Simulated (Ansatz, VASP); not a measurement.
# SiC (Moissanite 3C) in two plane-wave programs

Wanted: the spread between two codes on one cell, functional and k mesh. Valence electrons are named where the data sets of a main pair hold unlike numbers.

Program: Ansatz 0.2.0. Level of theory: plane waves, with VASP 6.6.1 beside it; band structure at PBE and single point at PBE. Results are calculated unless marked as measured.

### Step 1. Set-up

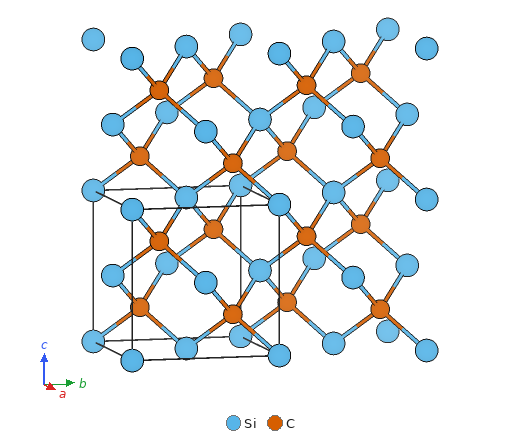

Start, viewed slightly off an axis; silicon blue, carbon orange. 1×2×2 cells are drawn. This picture shows the conventional cell, with its axes. Bonds to atoms that aren't drawn are left out. Some periodic images of atoms are drawn too.

### Step 2. VASP: band structure, PBE

Levels along a path test the potential and the projectors away from the mesh points.

Lines of VASP's logs that name or quote its potential files are left out, and so is its time.

INCAR reads:

```
SYSTEM = SiC
PREC = Accurate
ENCUT = 440
EDIFF = 1E-08
NELM = 100
ISMEAR = 0
SIGMA = 0.01
LREAL = .FALSE.
ALGO = Normal
GGA = PE
NBANDS = 10
LORBIT = 11
LWAVE = .TRUE.
LCHARG = .FALSE.
KPAR = 8
```

POSCAR reads:

```
SiC
1.0
    0.0000000000      2.1790000000      2.1790000000
    2.1790000000      0.0000000000      2.1790000000
    2.1790000000      2.1790000000      0.0000000000
Si C
1 1
Direct
    0.0000000000      0.0000000000      0.0000000000
    0.7500000000      0.7500000000      0.7500000000
```

KPOINTS reads:

```
Automatic mesh
0
Gamma
6 6 6
0 0 0
```

KPOINTS_OPT reads:

```
Line mode
12
Line-mode
Reciprocal
  0.00000000   0.00000000   0.00000000 GAMMA
  0.50000000   0.00000000   0.50000000 X

  0.50000000   0.00000000   0.50000000 X
  0.50000000   0.25000000   0.75000000 W

  0.50000000   0.25000000   0.75000000 W
  0.37500000   0.37500000   0.75000000 K

  0.37500000   0.37500000   0.75000000 K
  0.00000000   0.00000000   0.00000000 GAMMA

  0.00000000   0.00000000   0.00000000 GAMMA
  0.50000000   0.50000000   0.50000000 L

  0.50000000   0.50000000   0.50000000 L
  0.62500000   0.25000000   0.62500000 U

  0.62500000   0.25000000   0.62500000 U
  0.50000000   0.25000000   0.75000000 W

  0.50000000   0.25000000   0.75000000 W
  0.50000000   0.50000000   0.50000000 L

  0.50000000   0.50000000   0.50000000 L
  0.37500000   0.37500000   0.75000000 K

  0.62500000   0.25000000   0.62500000 U
  0.50000000   0.00000000   0.50000000 X
```

Potentials, in the order of the species: Si_GW and C_GW (PBE family, release 64).

Launch:

```sh
$ mpirun -np 8 vasp_std
```

Numbers of over 12 decimals in the logs are rounded to 6 here.

What it wrote:

```text
[banner, memory and clock lines left out]
running    8 mpi-ranks, on    1 nodes
 distrk:  each k-point on    1 cores,    8 groups
 distr:  one band on    1 cores,    1 groups

 POSCAR found type information on POSCAR SiC
 POSCAR found :  2 types and       2 ions
|                                                                             |
|           W    W    AA    RRRRR   N    N  II  N    N   GGGG   !!!           |
|           W    W   A  A   R    R  NN   N  II  NN   N  G    G  !!!           |
|           W    W  A    A  R    R  N N  N  II  N N  N  G       !!!           |
|           W WW W  AAAAAA  RRRRR   N  N N  II  N  N N  G  GGG   !            |
|           WW  WW  A    A  R   R   N   NN  II  N   NN  G    G                |
|           W    W  A    A  R    R  N    N  II  N    N   GGGG   !!!           |
|                                                                             |
|     For optimal performance we recommend to set                             |
|       NCORE = 2 up to number-of-cores-per-socket                            |
|     NCORE specifies how many cores store one orbital (NPAR=cpu/NCORE).      |
|     This setting can greatly improve the performance of VASP for DFT.       |
|     The default, NCORE=1 might be grossly inefficient on modern             |
|     multi-core architectures or massively parallel machines. Do your        |
|     Unfortunately you need to use the default for GW and RPA                |
|     calculations (for HF NCORE is supported but not extensively tested      |
|     yet).                                                                   |
|                                                                             |

 LDA part: xc-table for (Slater+PW92), standard interpolation
 POSCAR, INCAR and KPOINTS ok, starting setup
 FFT: planning ... GRIDC
 FFT: planning ... GRID_SOFT
 FFT: planning ... GRID
 WAVECAR not read
 entering main loop
       N       E                     dE             d eps       ncg     rms          rms(c)
DAV:   1     0.501778814076E+01    0.50178E+01   -0.44521E+03   350   0.755E+02
DAV:   2    -0.163499516294E+02   -0.21368E+02   -0.20438E+02   460   0.132E+02
DAV:   3    -0.169087141204E+02   -0.55876E+00   -0.55702E+00   428   0.178E+01
DAV:   4    -0.169139574350E+02   -0.52433E-02   -0.52412E-02   434   0.201E+00
DAV:   5    -0.169140404721E+02   -0.83037E-04   -0.83025E-04   432   0.244E-01    0.701E+00
DAV:   6    -0.151047593756E+02    0.18093E+01   -0.68007E+00   442   0.163E+01    0.212E+00
DAV:   7    -0.150428697286E+02    0.61890E-01   -0.31028E-01   424   0.351E+00    0.115E+00
DAV:   8    -0.150332292503E+02    0.96405E-02   -0.23463E-02   402   0.152E+00    0.947E-02
DAV:   9    -0.150331473093E+02    0.81941E-04   -0.11783E-03   450   0.239E-01    0.427E-02
DAV:  10    -0.150332408717E+02   -0.93562E-04   -0.18075E-04   414   0.950E-02    0.140E-02
DAV:  11    -0.150332407698E+02    0.10184E-06   -0.34398E-05   408   0.433E-02    0.308E-03
DAV:  12    -0.150332412284E+02   -0.45854E-06   -0.12144E-06   364   0.107E-02    0.617E-04
DAV:  13    -0.150332412520E+02   -0.23649E-07   -0.38105E-08   424   0.178E-03    0.225E-04
DAV:  14    -0.150332412470E+02    0.50047E-08   -0.51438E-09   216   0.573E-04
   1 F= -.15033241E+02 E0= -.15033241E+02  d E =-.629397E-85
 Start KPOINTS_OPT (optional k-point list driver)
k-point batch [1-16\120]
       N       E                     dE             ncg
DAV:   1     0.647797500447E+03   -0.27493E+04      354
DAV:   2     0.310988750867E+03   -0.33681E+03      524
DAV:   3     0.305568415895E+03   -0.54203E+01      420
DAV:   4     0.305482535595E+03   -0.85880E-01      450
DAV:   5     0.305480425344E+03   -0.21103E-02      408
DAV:   6     0.305480304676E+03   -0.12067E-03      514
DAV:   7     0.305480303876E+03   -0.79929E-06      400
DAV:   8     0.305480303865E+03   -0.11224E-07      466
DAV:   9     0.305480303866E+03    0.49499E-09      312
[...]
k-point batch [113-120\120]
       N       E                     dE             ncg
DAV:   1     0.298311478256E+04   -0.24836E+04      226
DAV:   2     0.288808231572E+04   -0.95032E+02      224
DAV:   3     0.288643838228E+04   -0.16439E+01      240
DAV:   4     0.288642680601E+04   -0.11576E-01      210
DAV:   5     0.288642662818E+04   -0.17784E-03      252
DAV:   6     0.288642662548E+04   -0.26923E-05      224
DAV:   7     0.288642662548E+04   -0.62137E-08      234
 writing wavefunctions
```

From OUTCAR (step 2):

```text
ion  position               nearest neighbor table
   1  0.000  0.000  0.000-   2 1.89   2 1.89   2 1.89   2 1.89
   2  0.750  0.750  0.750-   1 1.89   1 1.89   1 1.89   1 1.89

  LATTYP: Found a face centered cubic cell.
 ALAT       =     4.3580000000

 Subroutine GETGRP returns: Found 24 space group operations
 (whereof 24 operations were pure point group operations)

The static configuration has the point symmetry T_d .

 Found     16 irreducible k-points:

   k-points           NKPTS =     16   k-points in BZ     NKDIM =     16   number of bands    NBANDS=     10

   dimension x,y,z NGX =    24 NGY =   24 NGZ =   24
   dimension x,y,z NGXF=    48 NGYF=   48 NGZF=   48

   ENCUT  =  440.0 eV  32.34 Ry    5.69 a.u.   5.27  5.27  5.27*2*pi/ulx,y,z

   NELECT =       8.0000    total number of electrons

 k-points in reciprocal lattice and weights: Automatic mesh
   0.00000000  0.00000000  0.00000000       0.005
   0.16666667  0.00000000  0.00000000       0.037
   0.33333333  0.00000000  0.00000000       0.037
   0.50000000  0.00000000  0.00000000       0.019
   0.16666667  0.16666667  0.00000000       0.028
   0.33333333  0.16666667  0.00000000       0.111
   0.50000000  0.16666667  0.00000000       0.111
  -0.33333333  0.16666667  0.00000000       0.111
  -0.16666667  0.16666667  0.00000000       0.056
[...]
-0.33333333  0.33333333  0.16666667       0.111
  -0.33333333  0.50000000  0.16666667       0.056

 average (electrostatic) potential at core
       1 -64.1695       2 -45.1206

 E-fermi :   7.9187

 k-point     1 :       0.0000    0.0000    0.0000
  band No.  band energies     occupation
      1      -7.6332      2.00000
      2       7.7821      2.00000
      3       7.7821      2.00000
      4       7.7821      2.00000
      5      14.0031      0.00000
      6      15.0768      0.00000
      7      15.0768      0.00000
      8      15.0768      0.00000
      9      22.2679      0.00000
    ...

 k-point     2 :       0.1667    0.0000    0.0000
  band No.  band energies     occupation
      1      -7.0942      2.00000
      2       5.4040      2.00000
      3       7.4498      2.00000
      4       7.4498      2.00000
      5      14.1122      0.00000
      6      15.5951      0.00000
      7      15.5951      0.00000
      8      16.1248      0.00000
      9      20.7417      0.00000
    ...

 k-point     3 :       0.3333    0.0000    0.0000
  band No.  band energies     occupation
      1      -5.5678      2.00000
      2       1.5981      2.00000
      3       6.9355      2.00000
      4       6.9355      2.00000
      5      13.4538      0.00000
      6      15.4139      0.00000
      7      15.4139      0.00000
      8      17.6934      0.00000
      9      22.0459      0.00000
    ...

  Total        0.2818676      0.2818676      0.2818676      0.0000000     -0.0000000     -0.0000000
  in kB       21.8249890     21.8249890     21.8249890      0.0000000     -0.0000000     -0.0000000
  external PRESSURE =      21.8249890 kB  Pullay stress =       0.0000000 kB

  energy-cutoff  :      440.00
  volume of cell :       20.69
      direct lattice vectors                 reciprocal lattice vectors
     0.000000000  2.179000000  2.179000000    -0.229463056  0.229463056  0.229463056
     2.179000000  0.000000000  2.179000000     0.229463056 -0.229463056  0.229463056
     2.179000000  2.179000000  0.000000000     0.229463056  0.229463056 -0.229463056

 POSITION                                       TOTAL-FORCE (eV/Angst)
 -----------------------------------------------------------------------------------
      0.00000      0.00000      0.00000        -0.000000     -0.000000     -0.000000
      3.26850      3.26850      3.26850         0.000000      0.000000      0.000000
 -----------------------------------------------------------------------------------
    total drift:                                0.000000      0.000000     -0.000000

  FREE ENERGIE OF THE ION-ELECTRON SYSTEM (eV)
  ---------------------------------------------------
  free  energy   TOTEN  =       -15.0332412470 eV

  energy  without entropy=      -15.0332412470  energy(sigma->0) =      -15.03324125

 total charge
# of ion       s       p       d       tot
------------------------------------------
    1        0.688   0.950   0.210   1.848
    2        0.813   1.681   0.000   2.494
--------------------------------------------------
tot          1.501   2.631   0.210   4.342

[... 3 further parts left out ...]
```

The run ends at a pressure of 2.18 GPa.

### Step 3. Ansatz: band structure, PBE

Ansatz runs on its default PAW (the set named soft_2) files.

The same cell, functional, mesh and smearing now go to Ansatz, which takes its cutoff from its data sets.

input.yaml reads:

```yaml
crystal:
  lattice:
    - [0.0, 2.179, 2.179]
    - [2.179, 0.0, 2.179]
    - [2.179, 2.179, 0.0]
  atoms:
    - { symbol: Si, position: [0.0, 0.0, 0.0] }
    - { symbol: C, position: [0.75, 0.75, 0.75] }
hamiltonian:
  xc: pbe
  pseudopotentials: { kind: paw }
kpoints:
  mp_grid: { grid: [6, 6, 6] }
  band_path:
    path:
      - [0.0, 0.0, 0.0]
      - [0.18182, 0.0, 0.18182]
      - [0.36364, 0.0, 0.36364]
      - [0.5, 0.0, 0.5]
      - [0.5, 0.09091, 0.59091]
      - [0.5, 0.18182, 0.68182]
      - [0.5, 0.25, 0.75]
      - [0.45455, 0.29545, 0.75]
      - [0.40909, 0.34091, 0.75]
      - [0.375, 0.375, 0.75]
      - [0.20455, 0.20455, 0.40909]
      - [0.06818, 0.06818, 0.13636]
      - [0.04545, 0.04545, 0.04545]
      - [0.22727, 0.22727, 0.22727]
      - [0.40909, 0.40909, 0.40909]
      - [0.51136, 0.47727, 0.51136]
      - [0.55682, 0.38636, 0.55682]
      - [0.60227, 0.29545, 0.60227]
      - [0.61364, 0.25, 0.63636]
      - [0.56818, 0.25, 0.68182]
      - [0.51136, 0.25, 0.73864]
      - [0.5, 0.29545, 0.70455]
      - [0.5, 0.38636, 0.61364]
      - [0.5, 0.47727, 0.52273]
      - [0.47727, 0.47727, 0.54545]
      - [0.43182, 0.43182, 0.63636]
      - [0.38636, 0.38636, 0.72727]
      - [0.60227, 0.20455, 0.60227]
      - [0.55682, 0.11364, 0.55682]
      - [0.5, 0.0, 0.5]
    npoints: 1
scf:
  occupations: { method: gaussian, width: 0.01 }
  n_extra_bands: 7
output:
  forces: true
  stress: true
  eigenvalues: true
  write_density: true
  write_potential: true
  elf: true
  volumetric_format: npy
```

Launch:

```sh
$ ansatz run input.yaml --threads 2 --pin off --max-ram 4608MiB --backend cpu --events-out ev --progress --plain --runs-dir out
```

What it wrote:

```text
scf.n_extra_bands = 7 over 4 filled bands (N_el = 8.0): the run solves 11 bands
Engine: ansatz 0.2.0, aarch64-unknown-linux-gnu
Pseudopotentials: kind: paw
Pseudopotential: Si, paw, valence charge 4, recommended cutoff 420 eV (normal), Si.paw.azcp
Pseudopotential: C, paw, valence charge 4, recommended cutoff 420 eV (normal), C.paw.azcp
Functional definition: PBE
  parameter kappa = 0.804
  parameter beta = 0.066725
  exchange = pbe_x(kappa = kappa, mu = beta*pi^2/3)
  correlation = pbe_c(beta = beta)
Crystal: 2 atoms, lattice volume = 20.692 Å³
Basis set: ecut = 420 eV, 411 PW (Γ), exchange–correlation on 48×48×48 points (8 copies of the dense FFT grid, shifted against one another)
Bands: 11, of which v1, the nominal top of the filled ones, is band 4 counted from 1 (3 counted from 0)
Symmetry: 24 space group operations
Space group: F-43m (ITA 216), of the structure as read, at distance tolerance 2.7e-5 Å
k-points: 16 of 216 (time reversal used)
Non-local potential: Si, projectors of the file, l = 0: 2, l = 1: 2, l = 2: 2
Non-local potential: C, projectors of the file, l = 0: 2, l = 1: 2, l = 2: 1
PAW form: soft (Blöchl's): semilocal exchange-correlation on the pseudo side does not see the compensation charge
PAW one-centre angular grid: Si, 110 points (default); XC on 64 Gauss nodes
PAW one-centre angular grid: C, 110 points (default); XC on 64 Gauss nodes
Initial density: superposition of atomic densities (neutral atoms: chi_scale 0, normalization atom), corrected by the library's trained network
Initial wavefunctions: pseudopotential atomic-orbital guess
Functional: x = pbe(κ = 0.804, μ = 0.219515), c = pbe(β = 0.066725)
SCF iter   1: F=—  HF=-887.146364 eV  |F-HF|=—  |Δ(HF+E_count)|=         —  Δρ=1.84e-3  dr2=6.37e-4  ethr=1.77e-3  ⟨swp⟩=6.1  Hψ=1250  notcnv=0
preconditioner: auto → none  [insulator: Δε(μ)=1.336 eV  Ē_g=17.556 eV  σ=0.010 eV  W_gap=1.00  n_scr=0 (ndim 8)  ℏωp=23.1 eV  f_vac=0.000  D(μ)=0.00/eV (n_scr^D=0)  ε∞_Penn≈2.7]
SCF iter   2: F=—  HF=-887.146470 eV  |F-HF|=—  |Δ(HF+E_count)|=   1.06e-4  Δρ=7.33e-4  dr2=6.48e-5  ethr=7.96e-6  ⟨swp⟩=2.2  Hψ=438  notcnv=0  defer=30
SCF iter   3: F=—  HF=-887.146486 eV  |F-HF|=—  |Δ(HF+E_count)|=   1.60e-5  Δρ=3.40e-4  dr2=4.89e-6  ethr=8.10e-7  ⟨swp⟩=2.3  Hψ=203  notcnv=0  defer=30
SCF iter   4: F=—  HF=-887.146512 eV  |F-HF|=—  |Δ(HF+E_count)|=   2.63e-5  Δρ=4.37e-5  dr2=4.08e-7  ethr=6.11e-8  ⟨swp⟩=2.0  Hψ=255  notcnv=0  defer=30
iter 5 did not close the SCF: its close was put off for the readings that it lacked (scf_convergence_deferred on its scf_iter line)
SCF iter   5: F=-887.146512 eV  HF=-887.146512 eV  |F-HF|=1.85e-9  |Δ(HF+E_count)|=   4.91e-9  Δρ=3.37e-6  dr2=9.51e-10  ethr=5.10e-9  ⟨swp⟩=2.8  Hψ=213  notcnv=0  defer=30
SCF iter   6: F=-887.146512 eV  HF=-887.146512 eV  |F-HF|=2.07e-11  |Δ(HF+E_count)|=   2.09e-9  Δρ=2.76e-7  dr2=5.71e-12  ethr=1.19e-11  ⟨swp⟩=7.6  Hψ=889  notcnv=0
SCF 1 converged in 6 iterations: F = -887.146512 eV  dr2 = 5.71e-12
  greatest PAW one-centre occupation: 0.644 electrons in one spin orbital (limit 2), on the C atom at site 1 (counted from 0), in its partial waves of l = 0
NSCF: frozen V_eff on 30 k-points
SCF converged after 6 iterations
Free energy (F): -887.146512 eV
Harris-Foulkes:  -887.146512 eV  (|F-HF|=2.07e-11)
Internal energy: -887.146512 eV  (E = F + TS)
E sigma→0 (E₀):  -887.146512 eV
Fermi energy:    10.163858 eV
--- Per-component energies (eV) ---
  E_band       = 28.746885
  E_kinetic    = 135.791680
  E_local      = -104.483854  (includes V_loc(G=0)·N_el)
  E_nonlocal   = 51.834147
  E_hartree    = 32.102564
  E_xc         = -105.505650
  E_vxc        = -109.373636  (∫ρ·V_xc dr)
  E_paw        = -612.101629  (= ΣΔE_a)
  E_vpaw       = -9.226596  (= ΣTr[D̂ρ^β])
  E_aug_tail   = 0.000011  (compensation charges beyond the density's cutoff)
  E_ewald      = -284.783780
  E_smearing   = -0.000000  (= −TS)
  E_closure    = -0.000000  (closes the sum)
  Σ components = -887.146512   (vs F -887.146512, Δ=0.00e0)
--- Forces (eV/Å), atoms counted from 1 ---
  atom   1  Si    -0.00000000     0.00000000     0.00000000
  atom   2  C      0.00000000    -0.00000000     0.00000000
  max |Σ_I F_I| component: 1.48e-16 eV/Å
--- Stress (GPa, compression-positive) ---
        3.312311      -0.000000      -0.000000
       -0.000000       3.312311       0.000000
       -0.000000       0.000000       3.312311
  P = ⅓ Tr σ = 3.3123 GPa (33.123 kbar)
--- Band table (eV; the first three rows and the last of 16) ---
  k-point 0: bands = [-5.9201, 9.4872, 9.4872, 9.4872, 15.6996, 16.7903, 16.7903, 16.7903, ... 3 higher]
  k-point 1: bands = [-5.3807, 7.1151, 9.1573, 9.1573, 15.8186, 17.3075, 17.3075, 17.8290, ... 3 higher]
  k-point 2: bands = [-3.8537, 3.3097, 8.6428, 8.6428, 15.1636, 17.1254, 17.1254, 19.3926, ... 3 higher]
  k-point 15: bands = [-0.7298, 2.1944, 4.9788, 5.1038, 13.4762, 16.5757, 20.3073, 21.6879, ... 3 higher]
```

Elapsed: 0.59 s, on 2 threads of Arm Neoverse V2, shared host; peak memory 0.37 GiB.

Reading the cycles: dr2 is the Hartree energy of the density residual (eV), the measure of convergence; HF is the Harris–Foulkes estimate of the energy, which meets the free energy F at convergence.

### Step 4. Side by side

Known differences besides the potentials themselves: the cutoff is 420 eV in Ansatz and 440 eV in VASP; VASP leaves aspherical gradient terms in its spheres out (LASPH is not set), Ansatz keeps them. Total energies have different zeros and are not compared.

Both answers:

| quantity | Ansatz | VASP | difference |
| --- | --- | --- | --- |
| gap over the path points (eV) | 1.353 | 1.346 | +0.008 |

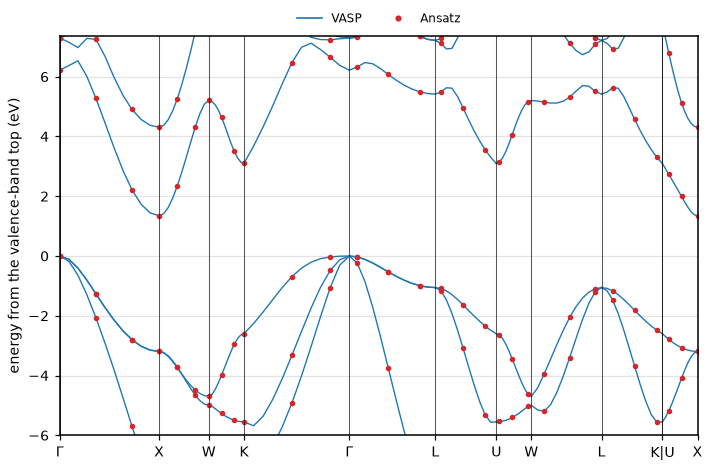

Bands from VASP (lines) and levels from Ansatz (dots). Dots without a line are higher empty bands that the VASP plot leaves out.

Levels at points of the path, from each program's valence-band top (eV; 3 filled, then empty):

| k (reciprocal lattice) | Ansatz | VASP |
| --- | --- | --- |
| 0.000 0.000 0.000 | 0.00 0.00 0.00 6.21 7.30 7.30 | 0.00 0.00 0.00 6.22 7.29 7.29 |
| 0.182 0.000 0.182 | -2.06 -1.26 -1.26 5.28 7.25 9.30 | -2.07 -1.27 -1.27 5.27 7.25 9.30 |
| 0.364 0.000 0.364 | -5.70 -2.80 -2.80 2.22 4.91 12.66 | -5.71 -2.80 -2.80 2.21 4.90 12.66 |
| 0.500 0.000 0.500 | -7.80 -3.19 -3.19 1.35 4.32 14.02 | -7.80 -3.19 -3.19 1.35 4.31 14.02 |
| 0.500 0.091 0.591 | -7.63 -3.73 -3.71 2.35 5.27 12.80 | -7.64 -3.73 -3.72 2.34 5.26 12.80 |
| 0.500 0.182 0.682 | -7.22 -4.65 -4.48 4.32 7.52 10.44 | -7.22 -4.66 -4.49 4.32 7.51 10.44 |
| 0.500 0.250 0.750 | -7.03 -4.99 -4.69 5.21 9.43 9.45 | -7.03 -5.00 -4.70 5.20 9.43 9.45 |
| 0.455 0.295 0.750 | -7.11 -5.26 -3.98 4.64 8.31 10.06 | -7.12 -5.27 -3.98 4.64 8.31 10.06 |
| 0.409 0.341 0.750 | -7.24 -5.49 -2.94 3.50 7.85 11.17 | -7.25 -5.50 -2.95 3.50 7.84 11.17 |
| 0.375 0.375 0.750 | -7.28 -5.54 -2.60 3.10 7.76 11.84 | -7.28 -5.55 -2.60 3.10 7.76 11.84 |

Among the levels compared at these points, filled levels agree within 7 meV and empty ones within 11 meV. Not compared: the pressure (VASP's GW data sets at this cutoff don't carry it).

(Continued in part 2 of 2.)

[Lines on the potential files, build, host, timing and source positions are cut from VASP's logs without a mark.]

[Logs are printed without paths, hosts, clocks, repeated set-up lines and the standing remarks that a program may print on its own settings, such as how far it seeks lower states.]

[Hosts, paths, dates, database ids (printed as entryN), source tags and the programs' standing remarks are cut or masked in the printed files.]
